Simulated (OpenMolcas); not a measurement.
**Exact exchange and the vertical energy of the quartet above the doublet of SiNH4**

SiNH4: 6 atoms, total charge 0, spin state doublet. SMILES: `[NH][SiH3]`. The shape is that of a PBE0-D4/def2-TZVP optimisation.

The vertical energy of the quartet above the doublet y, in eV, basis def2-TZVP; a is the functional's share of exact exchange. Programs: OpenMolcas 26.06.

| functional | program | a | y (eV) |
| --- | --- | --- | --- |
| U-r2SCAN | OpenMolcas | 0 | 6.24 |
| UBLYP | OpenMolcas | 0 | 6.11 |
| UB3LYP | OpenMolcas | 0.2 | 6.39 |
| UPBE0 | OpenMolcas | 0.25 | ? |
| UBHLYP | OpenMolcas | 0.5 | 6.61 |

Fit y = c + s·a to the known rows and predict UPBE0.


1. Means of the 4 rows: a = 0.1750, y = 6.338.
2. Σ(Δa)² = 0.1675, Σ(Δa·Δy) = 0.14675, so the slope is 0.14675/0.1675 = 0.87612.
3. Intercept: 6.338 − (0.87612) × 0.1750 = 6.185. The largest residual of the fit is 0.074.
4. UPBE0: 6.185 + (0.87612) × 0.25 = 6.40 eV.

The run gave 6.33 eV, so the prediction is off by +0.07 eV, about the largest residual. The rows mix families of semi-local functionals, which the line can't see.

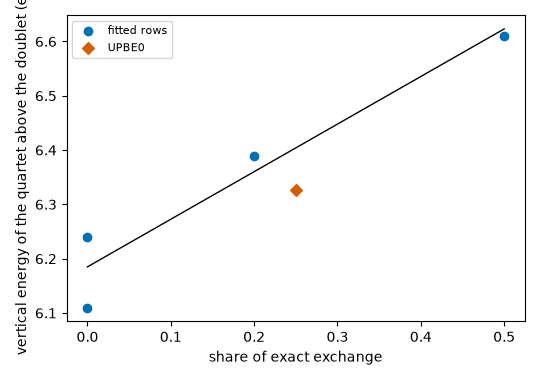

The fitted line, with the withheld row.
